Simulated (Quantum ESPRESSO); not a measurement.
# How biaxial strain moves the moments of CrClO, part 2 of 2

Wanted: the trend of the moments of CrClO with biaxial strain.

Quantum ESPRESSO 7.5; PBEsol with U = 3.5 eV on Cr d (ortho-atomic projectors); plane waves with GBRV 1.5 PBEsol potentials, no spin-orbit coupling.

So far, absolute magnetization (μB): step 2 (biaxial 0.94, ferro ++) 6.26; step 3 (biaxial 0.94, antiferro +-) 6.23.

### Step 5. Biaxial 1.06, ferro ++

Input file pw.in:

```
&CONTROL
  calculation = 'scf'
  prefix = 'pwscf'
  outdir = './tmp'
  pseudo_dir = './pseudo'
  disk_io = 'nowf'
  tprnfor = .true.
  tstress = .true.
/
&SYSTEM
  ibrav = 0
  celldm(1) = 8
  nat = 6
  ntyp = 3
  ecutwfc = 40
  ecutrho = 280
  nbnd = 40
  occupations = 'smearing'
  smearing = 'fd'
  degauss = 0.00999582
  nspin = 2
  starting_magnetization(1) = 0.2143
  starting_magnetization(2) = 0
  starting_magnetization(3) = 0
/
&ELECTRONS
  conv_thr = 1.2d-08
  electron_maxstep = 150
  mixing_beta = 0.3
/
ATOMIC_SPECIES
Cr     51.9961 cr_pbesol_v1.5.uspp.F.UPF
Cl     35.4500 cl_pbesol_v1.4.uspp.F.UPF
O      15.9990 o_pbesol_v1.2.uspp.F.UPF
CELL_PARAMETERS alat
   0.7987589241206    0.0000000000000    0.0000000000000
   0.0000000000000    0.9681431115973    0.0000000000000
   0.0000000000000    0.0000000000000    1.8784965310651
ATOMIC_POSITIONS crystal
Cr      0.0000000000    0.0000000000    0.1060403200
Cr      0.5000000000    0.5000000000    0.8939596800
Cl      0.0000000000    0.5000000000    0.6814219400
Cl      0.5000000000    0.0000000000    0.3185780600
O       0.5000000000    0.0000000000    0.9478179000
O       0.0000000000    0.5000000000    0.0521821000
K_POINTS automatic
6 6 6 0 0 0
HUBBARD {ortho-atomic}
U Cr-3d 3.5000
```

The run is started by

```console
OMP_NUM_THREADS=1 mpirun -n 4 pw.x -nk 4 -in pw.in > pw.out
```

What it wrote:

```text
     [... lines left out ...]
Program PWSCF v.7.5 starts
     [... lines left out ...]
     number of atoms/cell      =            6
     [... lines left out ...]
     number of electrons       =        54.00
     number of Kohn-Sham states=           40
     kinetic-energy cutoff     =      40.0000  Ry
     charge density cutoff     =     280.0000  Ry
     scf convergence threshold =      1.2E-08
     [... lines left out ...]
      8 Sym. Ops., with inversion, found ( 4 have fractional translation)
     [... lines left out ...]
     number of k points=    64  Fermi-Dirac smearing, width (Ry)=  0.0100
     [... lines left out ...]
     iteration # 13     ecut=    40.00 Ry     beta= 0.30
     [... lines left out ...]
     Magnetic moment per site  (integrated on atomic sphere of radius R)
     atom   1 (R=0.204)  charge= 11.0974  magn=  2.6765
     atom   2 (R=0.204)  charge= 11.0974  magn=  2.6765
     atom   3 (R=0.233)  charge=  5.1991  magn= -0.0603
     atom   4 (R=0.233)  charge=  5.1991  magn= -0.0603
     atom   5 (R=0.204)  charge=  5.6448  magn= -0.1213
     atom   6 (R=0.204)  charge=  5.6448  magn= -0.1213
     [... lines left out ...]
     Tr[ns(  1)] (up, down, total) =   3.65169  0.47140  4.12310
     [... lines left out ...]
     Tr[ns(  2)] (up, down, total) =   3.65169  0.47140  4.12310
     [... lines left out ...]
     the Fermi energy is     4.9013 ev
!    total energy              =    -481.74728416 Ry
     estimated scf accuracy    <          8.4E-09 Ry
     smearing contrib. (-TS)   =      -0.00008768 Ry
     [... lines left out ...]
     total magnetization       =     6.00 Bohr mag/cell
     absolute magnetization    =     6.88 Bohr mag/cell
     convergence has been achieved in  13 iterations
     [... lines left out ...]
     Total force =     0.042949     Total SCF correction =     0.000133
     [... lines left out ...]
          total   stress  (Ry/bohr**3)                   (kbar)     P=      -99.81
     [... lines left out ...]
```

It took 2 min on 4 MPI ranks of Intel Xeon Platinum 8259CL at 2.50GHz (Skylake/Cascade Lake), shared host; peak memory 0.92 GiB; 8 min of CPU time.

Numbers from this step:

| Item | Value |
| --- | --- |
| smearing term TS | 0.001193 eV |
| pressure | -9.981 GPa |
| magnetization | 6 μB |
| absolute magnetization | 6.884 μB |
| final state | ferromagnetic |
| largest moment | 2.677 μB |

### Step 6. All points

The runs not shown differ from these in the moved quantity alone.

States, by row:

| biaxial | ferro ++ | antiferro +- | no spin polarisation |
| --- | --- | --- | --- |
| 0.94 | ferromagnetic | antiferromagnetic | non-magnetic |
| 0.96 | ferromagnetic | antiferromagnetic | non-magnetic |
| 0.98 | ferromagnetic | antiferromagnetic | non-magnetic |
| 1 | ferromagnetic | antiferromagnetic | non-magnetic |
| 1.02 | ferromagnetic | antiferromagnetic | non-magnetic |
| 1.04 | ferromagnetic | antiferromagnetic | non-magnetic |
| 1.06 | ferromagnetic | antiferromagnetic | non-magnetic |

The largest site moment by biaxial:

| biaxial (factor) | ferro ++ (μB) | antiferro +- (μB) |
| --- | --- | --- |
| 0.9400 | 2.35 | 2.32 |
| 0.9600 | 2.41 | 2.38 |
| 0.9800 | 2.46 | 2.43 |
| 1.0000 | 2.51 | 2.49 |
| 1.0200 | 2.57 | 2.54 |
| 1.0400 | 2.62 | 2.60 |
| 1.0600 | 2.68 | 2.65 |

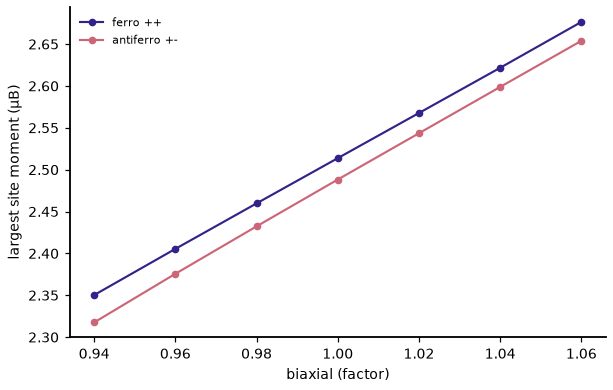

Largest site moment, plotted against biaxial.

Table of energy less that of the parallel start by biaxial; values in meV a seeded atom:

| biaxial (factor) | antiferro +- | no spin polarisation |
| --- | --- | --- |
| 0.9400 | 24.1 | 2654 |
| 0.9600 | 21.4 | 2756 |
| 0.9800 | 18.9 | 2842 |
| 1.0000 | 17.1 | 2916 |
| 1.0200 | 15.6 | 2980 |
| 1.0400 | 14.5 | 3036 |
| 1.0600 | 13.9 | 3085 |

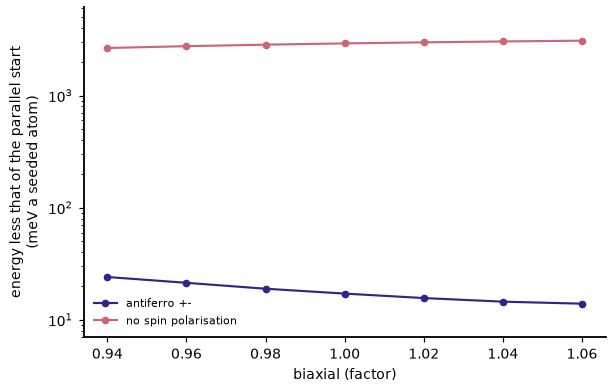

Energy less that of the parallel start against biaxial.

The energy over the lowest by biaxial; values in meV an atom:

| biaxial (factor) | ferro ++ | antiferro +- | no spin polarisation |
| --- | --- | --- | --- |
| 0.9400 | 134 | 142 | 1019 |
| 0.9600 | 58.4 | 65.5 | 977 |
| 0.9800 | 15.4 | 21.7 | 963 |
| 1.0000 | 0 | 5.71 | 972 |
| 1.0200 | 8.29 | 13.5 | 1002 |
| 1.0400 | 36.6 | 41.4 | 1049 |
| 1.0600 | 81.7 | 86.3 | 1110 |

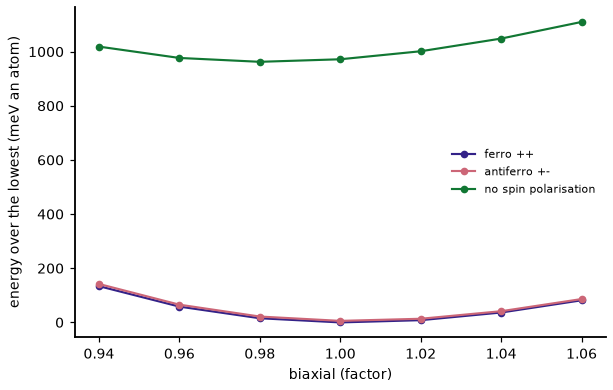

Energy over the lowest against biaxial.

### Step 7. Outcome

```json
{"moment, parallel start": "2.35 to 2.68 μB", "states met from these starts": "antiferromagnetic and ferromagnetic"}
```

In words: The moment of the parallel start goes from 2.35 μB at 0.94 to 2.68 μB at 1.06. The net moment of the cell goes from 6 to 6 μB. The radius of the spheres follows the nearest distance, so part of the change of the site moments is the spheres'. The largest moment of the start antiferro +- lies between 2.32 and 2.65 μB. The start antiferro +- lies over the parallel one at every finished point, by 13.9 to 24.1 meV a seeded atom. Energies are free energies at an electronic temperature of 1580 K, which lowers moments and differences where the moments are itinerant.

[Logs and program files are shortened in this print: banners, set-up blocks, solver, clock and traceback lines can be left out without a mark of their own.]

[Logs are printed without paths, hosts, clocks, repeated set-up lines and the standing remarks that a program may print on its own settings, such as how far it seeks lower states.]

[Hosts, paths, dates, database ids (printed as entryN), source tags and the programs' standing remarks are cut or masked in the printed files.]

[Where a cell is said to come from a database of computed structures, the database is the Materials Project.]
